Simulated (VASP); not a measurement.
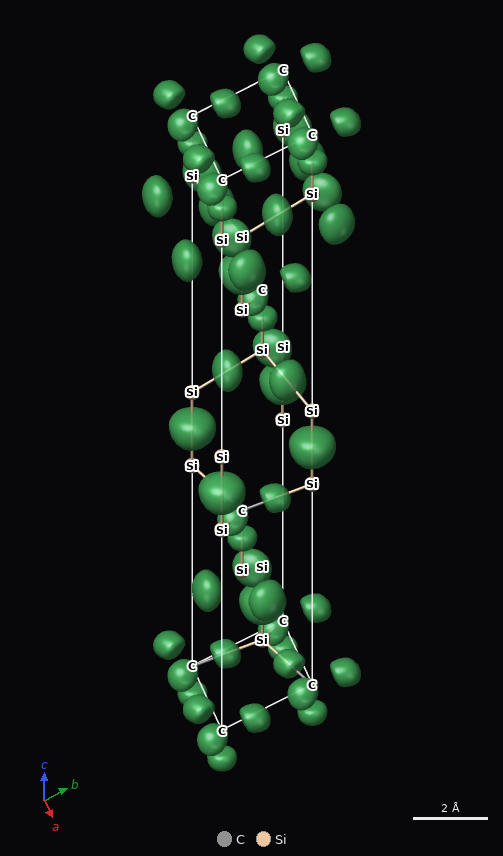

*Si$_{3}$C. Isosurface of the electron localisation function at 0.85 (green), seen at an oblique angle. Core shells and regions of very low density are left out. Sticks mark near contacts.*

Space group R3m; a generated structure, not necessarily the stable one.

These are results of Kohn-Sham DFT of a periodic cell, PBE, VASP PAW PBE potentials, recommended (VASP 6.6.1), not measurements.

In a PAW calculation such maps are meaningful between the atoms, not at the nuclei.

```cif
data_structure
_symmetry_space_group_name_H-M 'P 1'
_symmetry_Int_Tables_number 1
_cell_length_a 3.3972
_cell_length_b 3.3972
_cell_length_c 17.6127
_cell_angle_alpha 90.000
_cell_angle_beta 90.000
_cell_angle_gamma 120.000
_cell_volume 176.04
loop_
_atom_site_label
_atom_site_type_symbol
_atom_site_fract_x
_atom_site_fract_y
_atom_site_fract_z
_atom_site_occupancy
C1 C 0.66667 0.33333 0.33230 1
C2 C 0.33333 0.66667 0.66564 1
C3 C 0.00000 0.00000 0.99897 1
Si1 Si 0.33333 0.66667 0.16329 1
Si2 Si 0.00000 0.00000 0.49662 1
Si3 Si 0.66667 0.33333 0.82995 1
Si4 Si 0.33333 0.66667 0.03054 1
Si5 Si 0.00000 0.00000 0.36388 1
Si6 Si 0.66667 0.33333 0.69721 1
Si7 Si 0.66667 0.33333 0.22387 1
Si8 Si 0.33333 0.66667 0.55720 1
Si9 Si 0.00000 0.00000 0.89053 1
```

Question: Where are the electrons localised?

Answer: The surface consists of twelve regions between bonded C–Si atoms (shared pairs) and twelve regions between bonded Si–Si atoms (shared pairs), counted in one cell of 12 atoms. Any copies at cell faces, edges or corners count once. Along the contacts the grid gives the following. Si–C (1.91 Å): the ELF peaks at about 0.90 between the atoms: a shared electron pair. Si–Si (2.23 Å): the ELF peaks at about 0.95 between the atoms, as expected for a covalent bond.
